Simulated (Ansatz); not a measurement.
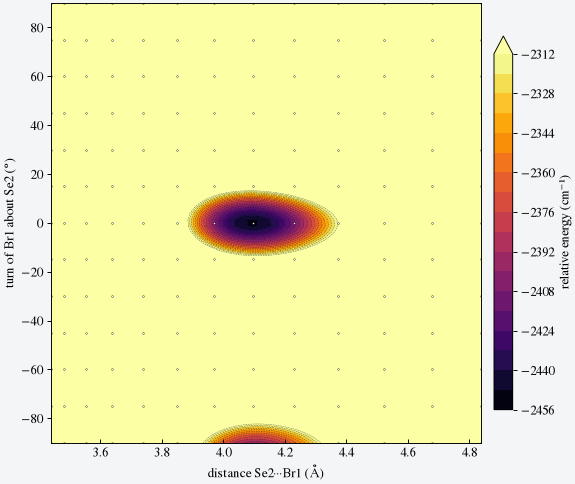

The pair Br···H₂Se, charge −1. The turn is about an axis along (−0.77, −0.63, 0.00) in the frame of the relaxed pair, normal to the line between the partners. First axis: distance Se2···Br1. Second axis: turn of Br1 about Se2. Grid: 13 × 13 points. Points are written as (first, second). Energies: cm⁻¹, counted from the ion and the molecule far apart, frozen as in the relaxed pair, each in its own basis (no counterpoise correction). All numbers below come from Ansatz 0.2.0, RHF/def2-SVPD.

In the figure: filled contours, dots at the grid points, one colour for all values above the top of the scale. Between grid points the surface is interpolated.

Q: Where is the minimum, and how stiff is the well along each coordinate?

A: The interpolated minimum is at distance Se2···Br1 ≈ 4.096 Å, turn of Br1 about Se2 ≈ 0°. The curvatures there are about 0.61 eV/Å² and 0.72 eV/rad², with a cross term of about 0.02 eV/(Å·rad). Round the minimum the two coordinates are nearly uncoupled. (1 eV is 8066 cm⁻¹.)
